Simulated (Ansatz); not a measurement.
# GeH (quartet): correlated methods under varied settings at distance Ge1–H2 = 2.561 Å

Aim: run GeH (quartet) at one geometry under a spread of methods and options, and see what each costs and gives.

Method: the settings change from run to run; program: Ansatz 0.2.0, Gaussian basis.

18 further runs of the same task are left out: 2 for a mislabelled method, 10 that didn't finish, 6 set aside as unsound or not needed.

## 1. The system

The geometry derives from a PBE0/def2-TZVP stationary point (not a proven minimum). One bond is set to the value named and the two fragments are kept rigid. No spin-orbit coupling is included. The filled d shell of Ge may be among the frozen orbitals whatever the setting's name suggests; the logs give the count.

2 atoms, charge 0, spin multiplicity 4.

Atoms are counted from 1 here; the program's logs count them from 0.

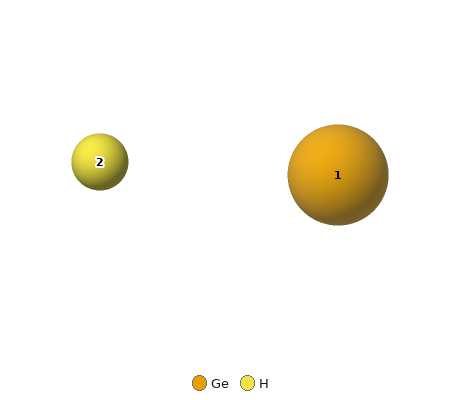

The geometry (germanium amber, hydrogen yellow); atoms are numbered from 1 in the order of the file.

Coordinates:

```xyz
2
charge 0, multiplicity 4
Ge    0.0000    0.0000    0.0000
H     0.0000    0.0000    2.5610
```

## 2. NEVPT4(SD)(5,5)/STO-3G

in.yaml

```yaml
crystal:
  periodic: [false, false, false]
  atoms:
    - {symbol: Ge, position_ang: [0.000000, 0.000000, 0.000000]}
    - {symbol: H, position_ang: [0.000000, 0.000000, 2.561000]}
basis:
  gaussian: {orbitals: STO-3G}
magnetization: {spin_polarized: false, initial_magnetization: 3}
hamiltonian: {pseudopotentials: {relativity: none}}
correlation: {method: fic_nevpt4_sd, electrons: valence, active_space: {window: {electrons: 5, orbitals: 5}, states: [{multiplicity: 4, weights: [1, 0.5, 1]}, {multiplicity: 6, weights: [1]}]}}
scf: {lower_state_search: full}
```

Command:

```
ansatz run in.yaml --threads 1 --pin off --events-out ev --progress --plain --max-ram 2393MiB
```

The program printed:

```text
Functional definition: HF
  name "HF"
  cite "Fock, Z. Phys. 61, 126 (1930) doi:10.1007/BF01340294"
  parent pbe
  exchange = exact_x
  correlation = 0
200 factors; integrals over basis functions are off by at most 3.6e-8 eV
mean field evaluation 1: about -55840.0115 eV, gradient 5.1e0 eV
mean field evaluation 2: about -55840.0155 eV, gradient 5.1e0 eV
mean field evaluation 4: about -55840.6157 eV, gradient 3.0e-1 eV
mean field evaluation 8: about -55840.6162 eV, gradient 3.7e-6 eV
mean field evaluation 16: about -55840.1150 eV, gradient 7.8e-7 eV
mean field evaluation 32: about -55840.1160 eV, gradient 3.2e-2 eV
mean field evaluation 64: about -55840.0612 eV, gradient 1.2e0 eV
mean field -55840.61617883 eV, -2052.1047944429 hartree, gradient 1.2e-6 eV, S^2 3.750000; 10 other end points of the search recorded, 0 dependent functions left out
reference -55840.61617883 eV, -2052.1047944429 hartree; 18, 15 occupied and 1, 4 virtual orbitals, 200 factors
state -55841.01388740 eV, -2052.1194099634 hartree
state -55840.47200001 eV, -2052.0994959690 hartree
state -55840.47200001 eV, -2052.0994959690 hartree
state -55841.01388740 eV, -2052.1194099634 hartree; corrected -55841.02176334 eV, -2052.1196993989 hartree
state -55840.47200001 eV, -2052.0994959690 hartree; corrected -55840.47971531 eV, -2052.0997795010 hartree
state -55840.47200001 eV, -2052.0994959690 hartree; corrected -55840.47971531 eV, -2052.0997795010 hartree
state -55837.29176309 eV, -2051.9826244179 hartree
state -55837.29176309 eV, -2051.9826244179 hartree; corrected -55837.29401301 eV, -2051.9827071009 hartree
an earlier search ended where averaged states of different weights were degenerate, so these states were given the mean of their weights and the orbitals were optimised with it
Total energy: -55839.72438552 eV, -2052.0720216432 hartree
```

Wall time 0.54 s (1 thread of AMD EPYC 9R14, shared host).

From the report: 11 determinants; active occupations (of the averaged states) 1.68, 1.00, 0.79, 0.79, 0.73.

## 3. CCSD on UHF/6-31G

in.yaml

```yaml
crystal:
  periodic: [false, false, false]
  atoms:
    - {symbol: Ge, position_ang: [0.000000, 0.000000, 0.000000]}
    - {symbol: H, position_ang: [0.000000, 0.000000, 2.561000]}
basis:
  gaussian: {orbitals: 6-31G}
magnetization: {spin_polarized: true, initial_magnetization: 3}
correlation: {method: ccsd, electrons: outside_noble_gas}
scf: {lower_state_search: off}
output: {forces: true}
```

Same command.

The program printed, cut to the lines that bear on the results:

```text
Functional definition: HF
  name "HF"
  cite "Fock, Z. Phys. 61, 126 (1930) doi:10.1007/BF01340294"
  parent pbe
[...]
288 factors; integrals over basis functions are off by at most 6.0e-4 eV
[...]
mean field -56476.93364253 eV, -2075.4890299223 hartree, gradient 2.9e-6 eV, S^2 3.754542; 0 other end points of the search recorded, 0 dependent functions left out
14 core orbitals not correlated: weight in the atoms' cores, before any rotation towards them, 1.000 or more for the frozen orbitals, at most 0.000 for the correlated occupied ones
reference -56476.93364253 eV, -2075.4890299223 hartree; 4, 1 occupied and 13, 16 virtual orbitals, 288 factors
second order -0.46568241 eV of doubles, -0.00000000 eV of singles
cycle   1  -0.60462480 eV  change   -1.4e-1 eV  update   3.9e-2
[...]
cycle  14  -0.70205755 eV  change    6.3e-8 eV  update   1.9e-7
[...]
Total energy: -56477.63570007 eV, -2075.5148300613 hartree
Atom 0 at     0.000000     0.000000     0.000000 Å, force    -0.000000    -0.000000     0.200279 eV/Å
Atom 1 at     0.000000     0.000000     2.561000 Å, force     0.000000     0.000000    -0.200279 eV/Å
Dipole moment:    -0.000000    -0.000000     0.043119 e Å
Checks for a lower state left out: starts, cluster_reference, orbital_swaps, neighbouring_geometries, increment
```

Run time: 0.39 s. Hardware: 1 thread of AMD EPYC 9R14, shared host.

From the report: ⟨S²⟩ of the determinant 3.755 (pure quartet: 3.75); correlation -0.7021 eV; T1 0.012; largest double amplitude 0.08.

## 4. CCSD(T) on UHF/cc-pVTZ

in.yaml

```yaml
crystal:
  periodic: [false, false, false]
  atoms:
    - {symbol: Ge, position_ang: [0.000000, 0.000000, 0.000000]}
    - {symbol: H, position_ang: [0.000000, 0.000000, 2.561000]}
basis:
  gaussian: {orbitals: cc-pVTZ}
magnetization: {spin_polarized: true, initial_magnetization: 3}
correlation: {method: ccsd_t, electrons: valence}
```

The command is unchanged.

The program printed, cut to the lines that bear on the results:

```text
Functional definition: HF
  name "HF"
  cite "Fock, Z. Phys. 61, 126 (1930) doi:10.1007/BF01340294"
  parent pbe
[...]
356 factors; integrals over basis functions are off by at most 8.0e-4 eV
[...]
mean field -56487.09569663 eV, -2075.8624785226 hartree, gradient 5.1e-6 eV, S^2 3.762977; 8 other end points of the search recorded, 0 dependent functions left out
determinant -56487.09569663 eV, -2075.8624785226 hartree, with singles and doubles -56490.77938976 eV, -2075.9978517482 hartree
determinant -56486.45361790 eV, -2075.8388825643 hartree, with singles and doubles -56490.13718398 eV, -2075.9742511212 hartree
9 core orbitals not correlated: weight in the atoms' cores, before any rotation towards them, 1.000 or more for the frozen orbitals, at most 0.000 for the correlated occupied ones
reference -56487.09569663 eV, -2075.8624785226 hartree; 9, 6 occupied and 39, 42 virtual orbitals, 356 factors
second order -3.33448316 eV of doubles, -0.00000000 eV of singles
cycle   1  -3.68422438 eV  change   -1.1e-1 eV  update   1.0e-2
[...]
cycle   9  -3.69068107 eV  change   -1.2e-6 eV  update   1.0e-5
perturbative correction -0.16684968 eV, -0.0061316127 hartree
Total energy: -56490.95322738 eV, -2076.0042401629 hartree
```

Run time: 2.3 s. Hardware: 1 thread of AMD EPYC 9R14, shared host.

From the report: ⟨S²⟩ of the determinant 3.763 (pure quartet: 3.75); correlation -3.8575 eV; T1 0.010; largest double amplitude 0.06.

## 5. CCSD(T) on ROHF/6-31G*

in.yaml

```yaml
crystal:
  periodic: [false, false, false]
  atoms:
    - {symbol: Ge, position_ang: [0.000000, 0.000000, 0.000000]}
    - {symbol: H, position_ang: [0.000000, 0.000000, 2.561000]}
basis:
  gaussian: {orbitals: "6-31G*"}
magnetization: {spin_polarized: false, initial_magnetization: 3}
correlation: {method: ccsd_t, electrons: outside_noble_gas}
```

Launched as before.

The program printed, cut to the lines that bear on the results:

```text
Functional definition: HF
  name "HF"
  cite "Fock, Z. Phys. 61, 126 (1930) doi:10.1007/BF01340294"
  parent pbe
[...]
343 factors; integrals over basis functions are off by at most 4.0e-4 eV
[...]
mean field -56478.15228048 eV, -2075.5338140412 hartree, gradient 3.4e-6 eV, S^2 3.750000; 7 other end points of the search recorded, 0 dependent functions left out
[...]
determinant -56478.15228048 eV, -2075.5338140412 hartree, with singles and doubles -56479.77761683 eV, -2075.5935440501 hartree
determinant -56477.48692956 eV, -2075.5093628457 hartree, with singles and doubles -56479.10257132 eV, -2075.5687365851 hartree
14 core orbitals not correlated: weight in the atoms' cores, before any rotation towards them, 1.000 or more for the frozen orbitals, at most 0.000 for the correlated occupied ones
reference -56478.15228048 eV, -2075.5338140412 hartree; 4, 1 occupied and 19, 22 virtual orbitals, 343 factors
second order -1.13659936 eV of doubles, -0.05517274 eV of singles
cycle   1  -1.62158582 eV  change   -1.8e-2 eV  update   9.2e-3
[...]
cycle   9  -1.62564358 eV  change   -2.9e-6 eV  update   5.8e-6
perturbative correction -0.02370406 eV, -0.0008711083 hartree
Total energy: -56479.80162813 eV, -2075.5944264493 hartree
```

Run time: 0.99 s. Hardware: 1 thread of AMD EPYC 9R14, shared host.

From the report: correlation -1.6493 eV; T1 0.021; largest double amplitude 0.07.

## 6. CCSDT on ROHF/def2-SVP

in.yaml

```yaml
crystal:
  periodic: [false, false, false]
  atoms:
    - {symbol: Ge, position_ang: [0.000000, 0.000000, 0.000000]}
    - {symbol: H, position_ang: [0.000000, 0.000000, 2.561000]}
basis:
  gaussian: {orbitals: def2-SVP}
magnetization: {spin_polarized: false, initial_magnetization: 3}
correlation: {method: ccsdt, electrons: valence}
```

The command is unchanged.

The program printed, cut to the lines that bear on the results:

```text
Functional definition: HF
  name "HF"
  cite "Fock, Z. Phys. 61, 126 (1930) doi:10.1007/BF01340294"
  parent pbe
[...]
537 factors; integrals over basis functions are off by at most 9.1e-8 eV
[...]
mean field -56478.72592066 eV, -2075.5548949287 hartree, gradient 2.0e-6 eV, S^2 3.750000; 9 other end points of the search recorded, 0 dependent functions left out
[...]
determinant -56478.72592066 eV, -2075.5548949287 hartree, with singles and doubles -56483.67844872 eV, -2075.7368969783 hartree
determinant -56478.09514602 eV, -2075.5317143883 hartree, with singles and doubles -56483.04010286 eV, -2075.7134382005 hartree
9 core orbitals not correlated: weight in the atoms' cores, before any rotation towards them, 1.000 or more for the frozen orbitals, at most 0.000 for the correlated occupied ones
reference -56478.72592066 eV, -2075.5548949287 hartree; 9, 6 occupied and 19, 22 virtual orbitals, 537 factors
second order -4.73729734 eV of doubles, -0.06429656 eV of singles
cycle   1  -4.71957828 eV  change    8.3e-2 eV  update   6.6e-2
[...]
cycle  17  -5.08121871 eV  change    2.1e-7 eV  update   5.4e-7
Total energy: -56483.80713937 eV, -2075.7416262721 hartree
```

It took 4.3 s on 1 thread of AMD EPYC 9R14, shared host.

From the report: correlation -5.0812 eV; T1 0.015; largest double amplitude 0.07.

## 7. CCSDT(Q)/B/def2-TZVP

in.yaml

```yaml
crystal:
  periodic: [false, false, false]
  atoms:
    - {symbol: Ge, position_ang: [0.000000, 0.000000, 0.000000]}
    - {symbol: H, position_ang: [0.000000, 0.000000, 2.561000]}
basis:
  gaussian: {orbitals: def2-TZVP, point_charges: [{charge: 1.00, position_ang: [3.678, -0.278, -0.382]}]}
magnetization: {spin_polarized: false, initial_magnetization: 3}
hamiltonian: {xc: {name: PBE}}
correlation: {method: ccsdt_q_b, electrons: outside_noble_gas}
accuracy: high
scf: {lower_state_search: off}
output: {forces: true}
```

Launched as before.

The program printed, cut to the lines that bear on the results:

```text
Functional definition: PBE
  name "PBE"
  cite "Perdew, Burke & Ernzerhof, Phys. Rev. Lett. 77, 3865 (1996) doi:10.1103/PhysRevLett.77.3865"
  parent pbe
[...]
646 factors; integrals over basis functions are off by at most 4.6e-9 eV
[...]
mean field -56521.39529375 eV, -2077.1229654674 hartree, gradient 5.0e-8 eV, S^2 3.750000; 0 other end points of the search recorded, 0 dependent functions left out
14 core orbitals not correlated: weight in the atoms' cores, before any rotation towards them, 1.000 or more for the frozen orbitals, at most 0.000 for the correlated occupied ones
reference -56485.69918500 eV, -2075.8111576667 hartree; 4, 1 occupied and 36, 39 virtual orbitals, 646 factors
second order -1.50695065 eV of doubles, -0.20561971 eV of singles
cycle   1  -1.99370491 eV  change   -2.8e-1 eV  update   5.2e-2
[...]
cycle  31  -2.18116331 eV  change   3.6e-11 eV  update  3.1e-10
perturbative correction -0.00143704 eV, -0.0000528103 hartree
[...]
Total energy: -56487.88178535 eV, -2075.8913667502 hartree
Atom 0 at     0.000000     0.000000     0.000000 Å, force     0.358541    -0.027100     0.265398 eV/Å
Atom 1 at     0.000000     0.000000     2.561000 Å, force     0.016512    -0.001248    -0.315848 eV/Å
Dipole moment:    -0.353034     0.026684     0.137982 e Å
Checks for a lower state left out: starts, cluster_reference, orbital_swaps, neighbouring_geometries, increment
```

Run time: 38 s. Hardware: 1 thread of AMD EPYC 9R14, shared host; peak memory 1.1 GiB.

From the report: correlation -2.1826 eV; T1 0.035; largest double amplitude 0.06. The orbitals are Kohn-Sham ones, so correlation energy and T1 don't compare with those on Hartree-Fock orbitals.

## 8. All runs side by side

```csv
level,correlated,functions,energy (eV),time
"NEVPT4(SD)(5,5)/STO-3G (mean of several states)",valence,19,-55839.7244,0.54 s
CCSD on UHF/6-31G,outside noble gas,31,-56477.6357,0.39 s
CCSD(T) on UHF/cc-pVTZ,valence,57,-56490.9532,2.3 s
CCSD(T) on ROHF/6-31G*,outside noble gas,37,-56479.8016,0.99 s
CCSDT on ROHF/def2-SVP,valence,37,-56483.8071,4.3 s
"CCSDT(Q)/B/def2-TZVP (beside a point charge, on PBE orbitals)",outside noble gas,54,-56487.8818,38 s
```

## 9. Results

| quantity | value |
| --- | --- |
| runs | 6 |
| quickest | CCSD on UHF/6-31G, 0.39 s |
| slowest | CCSDT(Q)/B/def2-TZVP (beside a point charge, on PBE orbitals), 38 s |

Total energies in different bases, with other cores or another treatment of relativity can't be set against each other. CCSDT(Q)/B/def2-TZVP (beside a point charge, on PBE orbitals) took 98 times as long as CCSD on UHF/6-31G; the jobs differ in more than the method.
